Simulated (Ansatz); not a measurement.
```xyz
7

C    -2.1716   -0.9798   -0.1558
Ge   -4.6233    0.4763    0.3113
O    -3.4665   -0.6022   -0.5603
H    -1.4473   -0.6608   -0.9171
H    -2.1228   -2.0737   -0.0743
H    -1.8963   -0.5340    0.8119
H    -3.6327    0.7531    1.5617
```

Geometry: PBE0-D3(BJ)/pcseg-1.

All numbers below come from isolated molecule in a Gaussian basis; Kohn-Sham density functional theory, functional PBE0 (Ansatz).

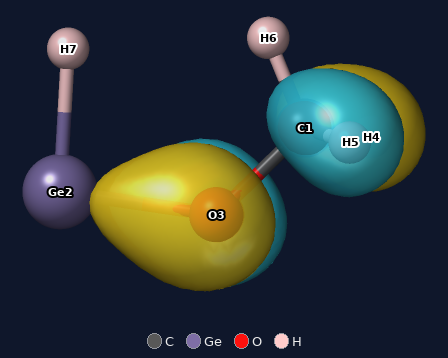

CH4GeO (SMILES C[O][GeH]). The HOMO−1 at ±0.15 Å⁻³ᐟ² (yellow and cyan are the two phases), seen across its widest extent.

Q: Where does this orbital lie, and at what energy?

A: Its weight (Hirshfeld) is mainly on O3 (about 55 %), C1 (about 15 %), Ge2 (about 15 %), H4 (about 10 %) and H5 (about 10 %). Its energy is −8.40 eV.
